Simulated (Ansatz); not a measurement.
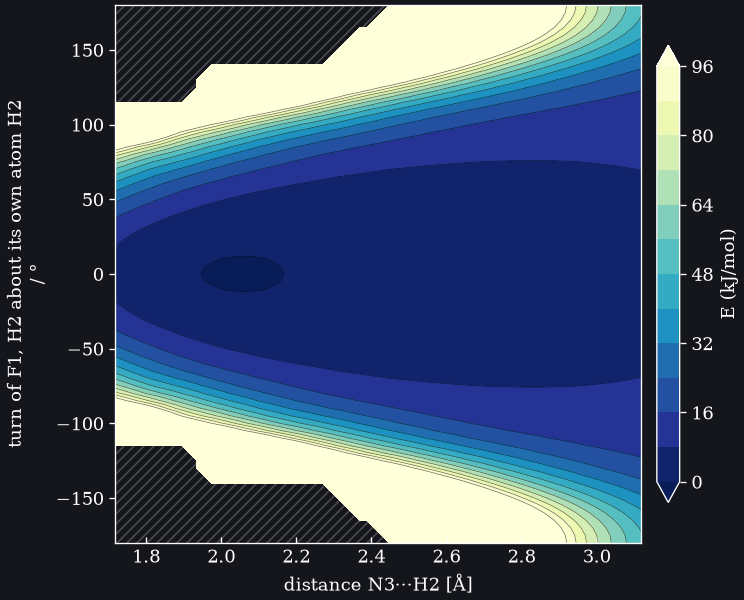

The pair FH···N₂. The turn is about an axis along (−1.00, 0.06, 0.04) in the frame of the relaxed pair, normal to the line between the partners. First axis: distance N3···H2. Second axis: turn of F1, H2 about its own atom H2. The grid has 15 × 15 points; 173 points were computed and 19 follow by symmetry. At 33 points there is no value (left out of the scan, as a rule where atoms come close). Points are written as (first, second). All energies are given in kJ/mol relative to the lowest grid point. Method: RKS B3LYP-D4/def2-TZVPD (Ansatz 0.2.0).

The picture shows filled contours, one colour for all values above the top of the scale, hatched blanks where no value was computed. Between grid points the surface is interpolated.

The lowest grid point is at (2.050 Å, −12°). No other kind of well shows on this grid. The highest grid point, (1.961 Å, −132°), lies 547 kJ/mol above the lowest. At the highest point the unbonded atoms F1···N3 come to 1.51 Å, against 2.97 Å at the lowest; the sum of their van der Waals radii is about 3.1 Å.

The level of theory is changed to RKS SPW92 (LDA)/def2-TZVPD in Ansatz 0.2.0; with it change the reference geometry, relaxed at the new level; the new grid has 15 × 15 points.

Question: What does this change do to the map?

Answer: The minimum (interpolated where it lies between grid points) moves from about (2.039 Å, 0°) to about (1.824 Å, 0°). The curvature at the minimum changes from about 0.57 to 1.5 eV/Å² along distance N3···H2 and by less than a tenth (about 0.24) eV/rad² along the second coordinate. In the new map: at the highest point the unbonded atoms F1···N3 come to 1.48 Å, against 2.79 Å at the lowest; the sum of their van der Waals radii is about 3.1 Å. At the lowest point H2···N3 is 1.86 Å, a hydrogen-bond distance.

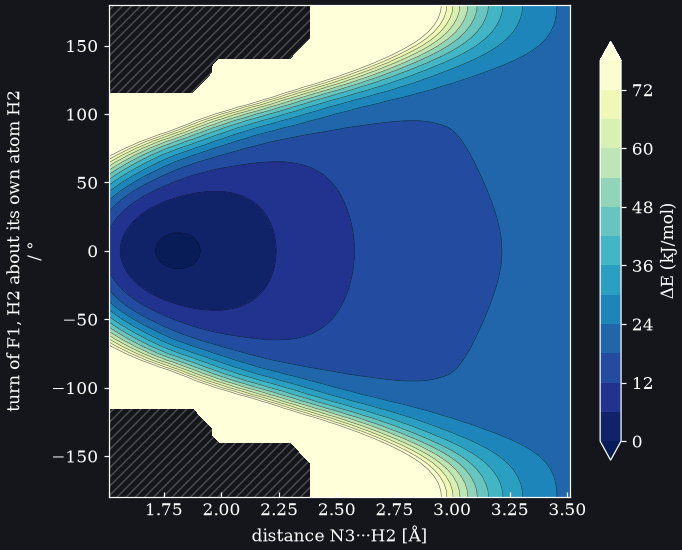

The map after the change, on a colour scale of its own. In the figure: filled contours, one colour for all values above the top of the scale, hatched blanks where no value was computed. Between grid points the surface is interpolated.
